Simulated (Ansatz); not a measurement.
**HfO₂: single-point calculation**

- system: HfO₂ (slab, 12 atoms in the cell)
- method: DFT PBE, scalar-relativistic, plane waves, PAW (Ansatz 0.2.0)

It belongs to a series of runs on one base structure; here: ramp position: 0.662.

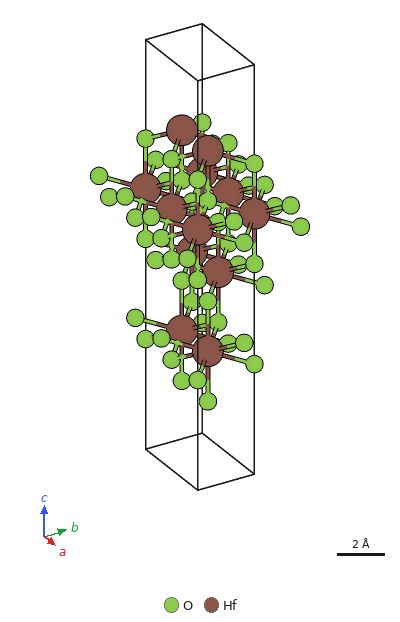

*The structure (ball-and-stick view of the 2 × 1 repeat of the cell, with the vacuum cut short, seen slightly off an axis; bonded neighbours outside the cell are drawn too).*

Near neighbours in the crystal (not all of them lie inside the picture): O has 1 Hf at 2.21 Å; O has 3 Hf at 2.21 Å; Hf has 8 O at 2.21 Å; O has 4 Hf at 2.21 Å; Hf has 4 O at 2.21 Å.

The input
```yaml
crystal:
  lattice:
    - [3.6045557009, 0.0, 0.0]
    - [-1.8022778505, 3.1216368064, 0.0]
    - [0.0, 0.0, 26.0366527709]
  atoms:
    - { symbol: O, position: [0.6666666667, 0.3333333333, 0.2880554604] }
    - { symbol: O, position: [0.0, 0.0, 0.3445740043] }
    - { symbol: Hf, position: [0.6666666667, 0.3333333333, 0.3728332762] }
    - { symbol: O, position: [0.3333333333, 0.6666666667, 0.4010925482] }
    - { symbol: O, position: [0.6666666667, 0.3333333333, 0.4576110921] }
    - { symbol: Hf, position: [0.3333333333, 0.6666666667, 0.485870364] }
    - { symbol: O, position: [0.0, 0.0, 0.514129636] }
    - { symbol: O, position: [0.3333333333, 0.6666666667, 0.5706481799] }
    - { symbol: Hf, position: [0.0, 0.0, 0.5989074518] }
    - { symbol: O, position: [0.6666666667, 0.3333333333, 0.6271667238] }
    - { symbol: O, position: [0.0, 0.0, 0.6836852677] }
    - { symbol: Hf, position: [0.6666666667, 0.3333333333, 0.7119445396] }
basis:
  ecutwfc: 420
kpoints:
  mp_grid: { grid: [9, 9, 1] }
hamiltonian:
  xc: pbe
scf:
  occupations: { method: gaussian, width: 0.05 }
  max_iter: 69
output:
  forces: true
  stress: true
  eigenvalues: true
efield:
  axis: 3
  dipole_correction: true
  ramp_width: 0.04
  ramp_position: 0.662
```

Machine: 2 threads of Arm Neoverse V1, 24 GiB of memory available, shared host.

Command:
```bash
ansatz run input.yaml --threads 2 --pin off --max-ram 5632MiB --backend cpu --events-out ev --progress --plain --runs-dir out
```

What the program printed
```
Engine: ansatz 0.2.0, aarch64-unknown-linux-gnu
Pseudopotentials: kind: paw
Pseudopotential: O, paw, valence charge 6, recommended cutoff 420 eV (normal), O.paw.azcp
Pseudopotential: Hf, paw, valence charge 26, recommended cutoff 420 eV (normal), Hf.paw.azcp
Functional definition: PBE
  parameter kappa = 0.804
  parameter beta = 0.06672455060314922
  exchange = pbe_x(kappa = kappa, mu = beta*pi^2/3)
  correlation = pbe_c(beta = beta)
Crystal: 12 atoms, lattice volume = 292.967 Å³
Basis set: ecut = 420 eV, 5631 PW (Γ), exchange–correlation on 50×50×360 points (8 copies of the dense FFT grid, shifted against one another)
Bands: 92, of which v1, the nominal top of the filled ones, is band 76 counted from 1 (75 counted from 0)
Symmetry: 6 space group operations
Space group: P3m1 (ITA 156), of the structure as read, at distance tolerance 6.6e-5 Å
k-points: 12 of 81 (time reversal used)
Non-local potential: O, projectors of the file, l = 0: 2, l = 1: 2, l = 2: 1
Non-local potential: Hf, projectors of the file, l = 0: 3, l = 1: 2, l = 2: 2, l = 3: 3
PAW form: soft (Blöchl's): semilocal exchange-correlation on the pseudo side does not see the compensation charge
PAW one-centre angular grid: O, 110 points (default); XC on 64 Gauss nodes
PAW one-centre angular grid: Hf, 590 points (default); XC on 64 Gauss nodes
Initial density: superposition of atomic densities (neutral atoms: chi_scale 0, normalization atom), corrected by the library's trained network
Initial wavefunctions: pseudopotential atomic-orbital guess
Functional: x = pbe(κ = 0.804, μ = 0.2195149727645171), c = pbe(β = 0.06672455060314922)
Error: efield: ion 10 (O) at fractional coordinate 0.6837 along the field axis lies inside the sawtooth ramp with 2 of the planes that the density is read on at each end, [0.6509, 0.7131] — the ramp must sit in vacuum (an ion there feels the fictitious reversed slope); set or move the ramp (efield.ramp_position / ramp_width) or move the geometry
```

What the run reported

```json
{"quantity": "outcome", "value": "refused by the program"}
```

Diagnosis

The program refused the input: “efield: ion 10 (O) at fractional coordinate 0.6837 along the field axis lies inside the sawtooth ramp with 2 of the planes that the density is read on at each end, [0.6509, 0.7131] — the ramp must sit in vacuum (an ion there feels the fictitious reversed slope) …”
